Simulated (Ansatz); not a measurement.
# BH7O2Si (built from SMILES OB(O)[SiH3].[H][H]): search for a transition state, part 2 of 2

Ansatz 0.2.0, Gaussian basis; PBE0-D4.

## (6) Checking the order of the point

Input file vib/in.yaml:

```yaml
crystal:
  periodic: [false, false, false]
  atoms:
    - {symbol: B, position_ang: [-0.577959, 0.476278, 0.131006]}
    - {symbol: Si, position_ang: [1.258001, -0.702418, -0.099548]}
    - {symbol: O, position_ang: [-0.757779, 0.999539, -1.164176]}
    - {symbol: O, position_ang: [-1.531687, -0.295279, 0.827965]}
    - {symbol: H, position_ang: [0.460880, 0.845588, 0.788914]}
    - {symbol: H, position_ang: [-0.324241, 1.469183, 1.009340]}
    - {symbol: H, position_ang: [2.335803, -0.097750, -0.923903]}
    - {symbol: H, position_ang: [1.840874, -1.257182, 1.152640]}
    - {symbol: H, position_ang: [0.602734, -1.807483, -0.852733]}
    - {symbol: H, position_ang: [-1.583197, 1.484688, -1.236918]}
    - {symbol: H, position_ang: [-1.723428, -1.114964, 0.367415]}
basis:
  gaussian: {orbitals: def2-TZVP}
hamiltonian: {xc: pbe0, dispersion: d4}
phonons: {temperatures: {t_min: 298.15, t_max: 900, t_step: 200}}
```

Command:

```
$ ansatz run in.yaml --threads 4 --pin off --events-out ev --progress --plain --max-ram 9574MiB
```

The log of the run, cut to the lines that bear on the results:

```text
Functional definition: PBE0
  name "PBE0"
  cite "Adamo & Barone, J. Chem. Phys. 110, 6158 (1999) doi:10.1063/1.478522"
  cite "Perdew, Burke & Ernzerhof, Phys. Rev. Lett. 77, 3865 (1996) doi:10.1103/PhysRevLett.77.3865"
  parent pbe
[...]
1047 factors; their error is unknown
[...]
mean field -12755.49296280 eV, -468.7557203991 hartree, gradient 1.9e-5 eV, S^2 0.000000; 0 other end points of the search recorded, 0 dependent functions left out
[...]
reference -12755.49299688 eV, -468.7557216516 hartree; 21, 21 occupied and 151, 151 virtual orbitals, 1047 factors
[... from here to the last solve, the lines of the solves are left out (65 solves) ...]
1047 factors; their error is unknown
mean field -12755.49292120 eV, -468.7557188706 hartree, gradient 2.1e-6 eV, S^2 0.000000; 0 other end points of the search recorded, 0 dependent functions left out
[...]
WARN: phonons: modes at or below zero, which the zero-point energy, F, S and C_V leave out: 1, the lowest at -1059.33 cm⁻¹. A minimum has none, and a first-order saddle one
[...]
Atom 3 at    -1.531687    -0.295279     0.827965 Å, force     0.002240    -0.000307     0.003539 eV/Å
Atom 4 at     0.460880     0.845588     0.788914 Å, force     0.004079    -0.003497    -0.001672 eV/Å
Atom 5 at    -0.324241     1.469183     1.009340 Å, force    -0.004521     0.007143     0.002939 eV/Å
Atom 6 at     2.335803    -0.097750    -0.923903 Å, force    -0.002121     0.000109     0.001344 eV/Å
Atom 7 at     1.840874    -1.257182     1.152640 Å, force     0.000342    -0.000110    -0.001246 eV/Å
Atom 8 at     0.602734    -1.807483    -0.852733 Å, force     0.000097     0.000150     0.000440 eV/Å
Atom 9 at    -1.583197     1.484688    -1.236918 Å, force     0.008910    -0.007079    -0.000849 eV/Å
Atom 10 at    -1.723428    -1.114964     0.367415 Å, force    -0.002086     0.001208    -0.001047 eV/Å
Dipole moment:    -0.025655     0.054438     0.023267 e Å
Vibrations: -1059.33 119.08 144.45 229.99 298.54 363.86 468.75 516.90 535.63 668.76 841.55 860.91 924.92 934.97 940.31 1008.83 1103.15 1144.76 1238.65 1261.95 2026.04 2207.28 2222.84 2237.56 2318.10 3872.68 3885.36 cm⁻¹, zero-point energy 2.007043 eV
```

Wall time 2.5 min (4 threads of Intel Xeon Platinum 8175M at 2.50GHz, shared host).

The modes, with what each moves most:

```csv
mode,wavenumber (cm⁻¹),character
1,1059i,"changes B1–H6, Si2–H5, H5–H6"
2,119,torsion
3,144,bend
4,230,Si–B stretch with bend
5,299,torsion
6,364,torsion
7,469,torsion with bend
8,517,bend with torsion
9,536,bend
10,669,bend with wag or twist
11,842,bend with wag or twist
12,861,bend
13,925,wag or twist with bend
14,935,bend with wag or twist
15,940,bend with B–O stretch
16,1009,bend
17,1103,bend
18,1145,bend
19,1239,bend
20,1262,B–O stretch
21,2026,B–H stretch
22,2207,Si–H stretch
23,2223,Si–H stretch
24,2238,Si–H stretch
25,2318,B–H stretch
26,3873,O–H stretch
27,3885,O–H stretch
```

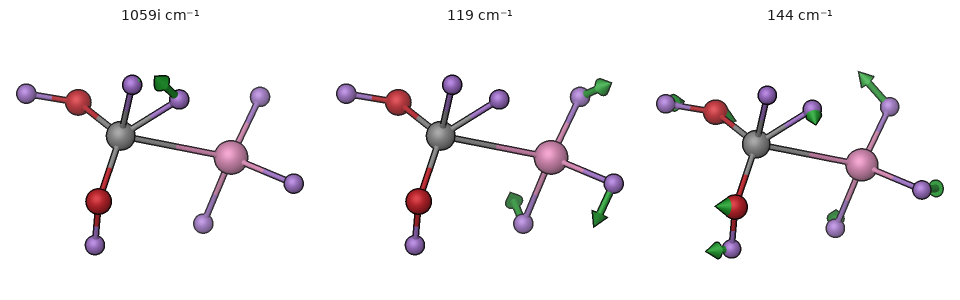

How the atoms move in 3 of the modes.

Vibrational sums (real modes only):

```csv
T (K),entropy (J/mol/K),heat capacity (J/mol/K)
298,56.6,72.1
498,103.7,112.1
698,146.0,138.3
898,183.2,156.2
```

## (7) Relaxing after a step of 0.30 Å one way along the mode

Input file downa/in.yaml:

```yaml
crystal:
  periodic: [false, false, false]
  atoms:
    - {symbol: B, position_ang: [-0.647150, 0.634301, 0.246471]}
    - {symbol: Si, position_ang: [1.267484, -0.666142, -0.069114]}
    - {symbol: O, position_ang: [-0.753866, 0.961536, -1.172778]}
    - {symbol: O, position_ang: [-1.516926, -0.329013, 0.860589]}
    - {symbol: H, position_ang: [0.633490, 0.631560, 0.668923]}
    - {symbol: H, position_ang: [-0.453500, 1.490551, 0.970988]}
    - {symbol: H, position_ang: [2.333419, -0.085744, -0.919240]}
    - {symbol: H, position_ang: [1.845401, -1.254932, 1.160567]}
    - {symbol: H, position_ang: [0.581386, -1.758262, -0.829759]}
    - {symbol: H, position_ang: [-1.564136, 1.486084, -1.245517]}
    - {symbol: H, position_ang: [-1.725602, -1.109739, 0.328868]}
basis:
  gaussian: {orbitals: def2-TZVP}
hamiltonian: {xc: pbe0, dispersion: d4}
relax: {f_tol: 0.005, max_steps: 200}
```

Command:

```
$ ansatz run in.yaml --threads 4 --pin off --events-out ev --progress --plain --max-ram 9574MiB
```

The log of the run, cut to the lines that bear on the results:

```text
[... 5 set-up lines as earlier in the session ...]
[...]
1047 factors; their error is unknown
[...]
mean field -12755.95139604 eV, -468.7725675101 hartree, gradient 1.1e-5 eV, S^2 0.000000; 0 other end points of the search recorded, 0 dependent functions left out
[...]
reference -12755.95143055 eV, -468.7725687783 hartree; 21, 21 occupied and 151, 151 virtual orbitals, 1047 factors
relax step   1: F+E_penalty+E_count = -12756.10683241 eV  Δ(F+E_penalty+E_count) = +0.000e0 eV  max|allowed force component| = 1.936e0 eV/Å  Δτ_max = 0.0000 Å  (27 SCF iters, accepted)
[...]
Atom 1 at     1.830608    -0.909821    -0.036322 Å, force     0.000388     0.000308     0.000321 eV/Å
Atom 2 at    -0.665907     1.105906    -0.558807 Å, force    -0.000104    -0.001073     0.000152 eV/Å
Atom 3 at    -2.033540    -0.241504     0.788737 Å, force     0.002550    -0.001013    -0.000685 eV/Å
Atom 4 at     1.902606     0.214426     0.926662 Å, force    -0.000206    -0.000173    -0.000009 eV/Å
Atom 5 at    -2.715089     1.730397     0.107334 Å, force    -0.000158     0.000114    -0.000429 eV/Å
Atom 6 at     1.903132    -0.416894    -1.431515 Å, force    -0.000128     0.000060    -0.000473 eV/Å
Atom 7 at     2.956851    -1.846082     0.216970 Å, force     0.000292    -0.000326     0.000099 eV/Å
Atom 8 at     0.561612    -1.661496     0.163757 Å, force    -0.000200     0.000120     0.000072 eV/Å
Atom 9 at    -0.621577     1.950369    -1.009820 Å, force    -0.000379     0.000838    -0.000078 eV/Å
Atom 10 at    -1.276049    -0.834784     0.725629 Å, force    -0.001948    -0.000088     0.000717 eV/Å
Dipole moment:     0.223029     0.214198    -0.210796 e Å
```

Wall time 3 min (4 threads of Intel Xeon Platinum 8175M at 2.50GHz, shared host).

Relaxation path: (not every step is listed) (the energy doesn't fall at every step)

```csv
step,energy from step 1 (eV),largest force component (eV/Å)
1,0.0000,1.9361
2,-0.5074,1.7139
3,-0.8172,1.4886
4,-1.0763,1.5389
5,-1.3574,2.6351
6,-1.5748,2.2454
7,-1.7075,0.8105
8,-1.7479,0.8160
9,-1.7497,0.6782
13,-1.7770,0.1687
17,-1.7793,0.0473
21,-1.7805,0.0558
25,-1.7814,0.0985
29,-1.7742,0.5079
33,-1.7858,0.0748
37,-1.7957,0.0607
41,-1.8063,0.2539
45,-1.8138,0.0483
49,-1.8149,0.0527
53,-1.8153,0.0442
55,-1.8154,0.0219
56,-1.8155,0.0111
57,-1.8155,0.0085
58,-1.8155,0.0073
59,-1.8155,0.0049
60,-1.8155,0.0026
```

Close pairs (by a distance rule), those that changed most:

```csv
bond,before (Å),after (Å),change (Å)
B1–H5,1.349,3.896,+2.548
Si2–H5,1.622,1.482,-0.140
B1–O3,1.460,1.366,-0.094
B1–O4,1.436,1.351,-0.085
B1–H6,1.138,1.198,+0.060
O3–H10,0.968,0.958,-0.010
Si2–H9,1.497,1.488,-0.009
Si2–H8,1.481,1.486,+0.006
```

## (8) Relaxing after a step of 0.30 Å the other way along the mode

Input file downb/in.yaml:

```yaml
crystal:
  periodic: [false, false, false]
  atoms:
    - {symbol: B, position_ang: [-0.508767, 0.318255, 0.015540]}
    - {symbol: Si, position_ang: [1.248517, -0.738694, -0.129983]}
    - {symbol: O, position_ang: [-0.761691, 1.037542, -1.155575]}
    - {symbol: O, position_ang: [-1.546448, -0.261545, 0.795341]}
    - {symbol: H, position_ang: [0.288270, 1.059617, 0.908905]}
    - {symbol: H, position_ang: [-0.194983, 1.447816, 1.047692]}
    - {symbol: H, position_ang: [2.338187, -0.109755, -0.928567]}
    - {symbol: H, position_ang: [1.836346, -1.259433, 1.144712]}
    - {symbol: H, position_ang: [0.624081, -1.856704, -0.875707]}
    - {symbol: H, position_ang: [-1.602258, 1.483291, -1.228319]}
    - {symbol: H, position_ang: [-1.721253, -1.120189, 0.405962]}
basis:
  gaussian: {orbitals: def2-TZVP}
hamiltonian: {xc: pbe0, dispersion: d4}
relax: {f_tol: 0.005, max_steps: 200}
```

Command:

```
$ ansatz run in.yaml --threads 4 --pin off --events-out ev --progress --plain --max-ram 9574MiB
```

The log of the run, cut to the lines that bear on the results:

```text
[... 5 set-up lines as earlier in the session ...]
[...]
1047 factors; their error is unknown
[...]
mean field -12755.36322448 eV, -468.7509526041 hartree, gradient 6.8e-5 eV, S^2 0.000000; 0 other end points of the search recorded, 0 dependent functions left out
[...]
reference -12755.36325806 eV, -468.7509538380 hartree; 21, 21 occupied and 151, 151 virtual orbitals, 1047 factors
relax step   1: F+E_penalty+E_count = -12755.52294630 eV  Δ(F+E_penalty+E_count) = +0.000e0 eV  max|allowed force component| = 5.482e0 eV/Å  Δτ_max = 0.0000 Å  (26 SCF iters, accepted)
[...]
Atom 1 at     1.167033    -0.771655    -0.611243 Å, force    -0.000053    -0.000375    -0.000188 eV/Å
Atom 2 at    -1.307396    -0.058580    -2.005491 Å, force     0.000036     0.001292     0.003776 eV/Å
Atom 3 at    -1.335880     0.714982     0.195951 Å, force    -0.000918    -0.000437    -0.000061 eV/Å
Atom 4 at     0.400178     0.756498     2.795217 Å, force    -0.000293     0.000453     0.000226 eV/Å
Atom 5 at    -0.182093     1.138766     3.067766 Å, force     0.000526    -0.000435    -0.000306 eV/Å
Atom 6 at     2.135971    -0.159926    -1.560975 Å, force    -0.000092     0.000040    -0.000154 eV/Å
Atom 7 at     1.693248    -0.558611     0.770079 Å, force    -0.000293     0.000172     0.000166 eV/Å
Atom 8 at     1.135526    -2.238642    -0.859861 Å, force     0.000079    -0.000210     0.000071 eV/Å
Atom 9 at    -2.175958     0.360582    -2.006657 Å, force     0.000086    -0.000697    -0.002071 eV/Å
Atom 10 at    -0.846420     0.762064     1.020096 Å, force     0.000621    -0.000259    -0.000209 eV/Å
Dipole moment:    -0.145888     0.167091     0.281636 e Å
```

It took 4.7 min on 4 threads of Intel Xeon Platinum 8175M at 2.50GHz, shared host.

The steps of the relaxation: (not every step is listed)

```csv
step,energy from step 1 (eV),largest force component (eV/Å)
1,0.0000,5.4819
2,-0.6636,1.2198
3,-0.8798,0.9135
4,-1.2571,1.0904
5,-1.5379,2.6093
6,-1.6821,2.4377
7,-1.8154,1.5357
8,-1.9052,0.3511
9,-1.9148,0.0780
17,-1.9312,0.0532
25,-1.9381,0.0622
33,-1.9393,0.0129
41,-1.9401,0.0489
49,-1.9406,0.0170
57,-1.9409,0.0266
65,-1.9421,0.0425
73,-1.9480,0.0610
81,-1.9508,0.1359
89,-1.9520,0.0564
90,-1.9522,0.0159
91,-1.9522,0.0138
92,-1.9523,0.0106
93,-1.9523,0.0064
94,-1.9523,0.0056
95,-1.9523,0.0038
```

Close pairs (by a distance rule), those that changed most:

```csv
bond,before (Å),after (Å),change (Å)
B1–H5,1.408,3.825,+2.417
H5–H6,0.635,0.748,+0.113
B1–O4,1.422,1.365,-0.057
B1–O3,1.397,1.357,-0.040
B1–Si2,2.056,2.037,-0.019
O3–H10,0.954,0.964,+0.010
Si2–H9,1.482,1.488,+0.006
Si2–H8,1.497,1.493,-0.004
```

## (9) The three structures

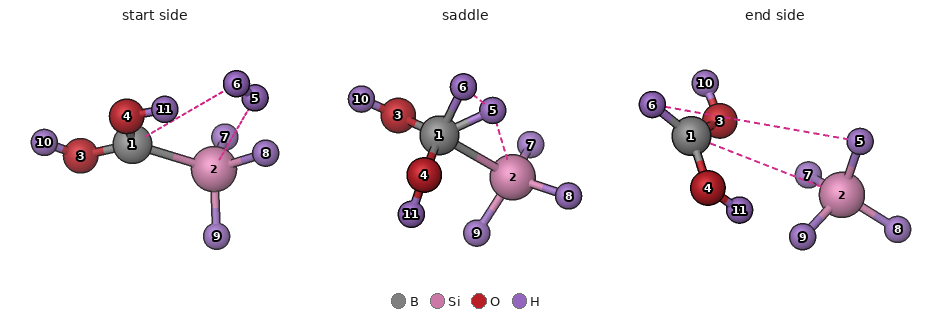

The minimum on the start side, the saddle and the minimum on the end side; broken lines join the pairs that change, where they aren't drawn as bonds.

```csv
pair,start side (Å),saddle (Å),end side (Å)
B1–H6,4.053,1.350,1.198
Si2–H5,3.811,1.955,1.482
B1–Si2,2.037,2.194,4.102
H5–H6,0.748,1.027,4.929
```

## (10) Outcome

This closing draws on all 2 parts.

| quantity | value |
| --- | --- |
| imaginary mode | 1059i cm⁻¹ |
| barrier from the start side | 176.1 kJ/mol |
| barrier from the end side | 219.2 kJ/mol |
| energy of the step | -43.1 kJ/mol |
| pairs that change | B1–H6 formed, Si2–H5 formed, B1–Si2 broken, H5–H6 broken |
| zero-point energy at the saddle | 2.007 eV |

What this shows: One imaginary mode, 1059i cm⁻¹, makes this a first-order saddle. Going downhill both ways gives the intended start and end. At PBE0-D4/def2-TZVP the electronic barrier is 176.1 kJ/mol, about 71 kT at 298 K, and the step runs 43.1 kJ/mol downhill. With so stiff a mode tunnelling counts: Wigner's rough correction is a factor of 2.1 at 298 K. A step off the saddle overshot and began above it in energy, so the link to its end is likely but not proven. Lower complexes than these ends may exist.
